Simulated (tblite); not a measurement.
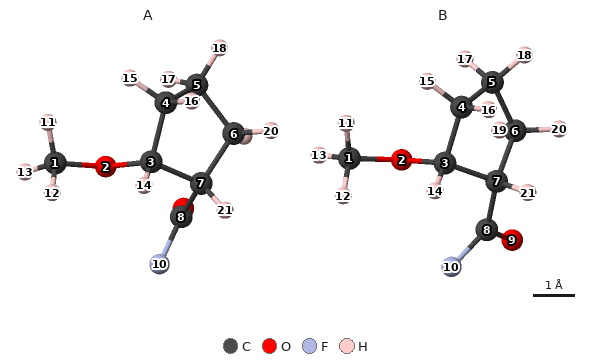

Two geometries of C$_{7}$H$_{11}$FO$_{2}$, drawn at one scale. One is the start of a relaxation, the other its converged end. A ball-and-stick model, seen at a tilt.

Level of theory: GFN2-xTB geometry optimisation, gas phase in tblite. 

Question: Which geometry has the lower energy?

Answer: Structure A is the relaxed one. Over 131 geometry steps the energy falls by 27.4 kJ/mol. O9 moves most after the best rigid fit: 1.22 Å. By element the largest moves are O 1.22 Å, H 1.02 Å, C 0.50 Å, F 0.28 Å. Some distances before and after: C8–O9 1.227 → 1.177 Å, C8–F10 1.331 → 1.365 Å, C1–O2 1.438 → 1.404 Å, C4–H16 1.110 → 1.091 Å. Bond angles that change, for instance: C7–C8–F10 118.2° → 110.2°, C7–C8–O9 124.6° → 130.5°, C3–C7–C8 112.1° → 108.6°. Groups turn about C6–C7 by about 40°, C7–C8 by about 40°, C5–C6 by about 35°.
